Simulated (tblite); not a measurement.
# CH8BGeO2Si: the cost of one run

Computed with tblite 0.8.0 and PySCF 2.14.0; each step states its level. No surroundings beyond the atoms listed, unless a continuum is named. Atoms count from 0, parts from 1.

### Step 1. Starting point

14 atoms, charge 0, multiplicity 2; geometry: distance geometry start.

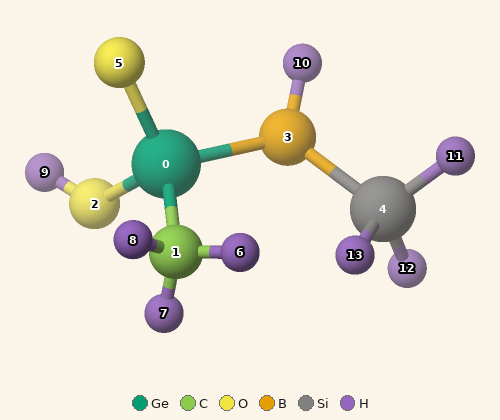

The starting geometry (germanium teal, carbon green, oxygen yellow, boron amber, silicon grey, hydrogen purple), atoms numbered.

### Step 2. Geometry optimisation with GFN2-xTB

The job: settings as JSON, then the geometry in Å.

```
{"job": {"kind": "relax", "xc": "GFN2-xTB", "basis": "xTB"}, "charge": 0, "multiplicity": 2}
Ge     1.261079    -1.697065     0.194800
C      0.507089    -1.544686    -1.536535
O     -0.051944    -2.264688     1.391727
B      1.965815     0.132910     0.776902
Si     1.620134     1.626316    -0.411539
O      2.671031    -2.918908     0.184296
H      0.928535    -0.714587    -2.057246
H     -0.524814    -1.398558    -1.484745
H      0.722377    -2.396482    -2.110640
H      0.038169    -3.020905     1.987749
H      2.997259     0.121600     1.334120
H      2.796671     2.398687    -0.581973
H      0.598698     2.430611     0.135281
H      1.212741     1.120188    -1.671490
```

Level: GFN2-xTB geometry optimisation, gas phase.

Started as:

```
OMP_NUM_THREADS=1 python cluster_run.py task.json out
```

The driver reads the jobs from task.json and runs them one after another.

Q: Estimate the wall time of this first job on 1 thread of AMD EPYC 7R43, shared host.

About 25 s.
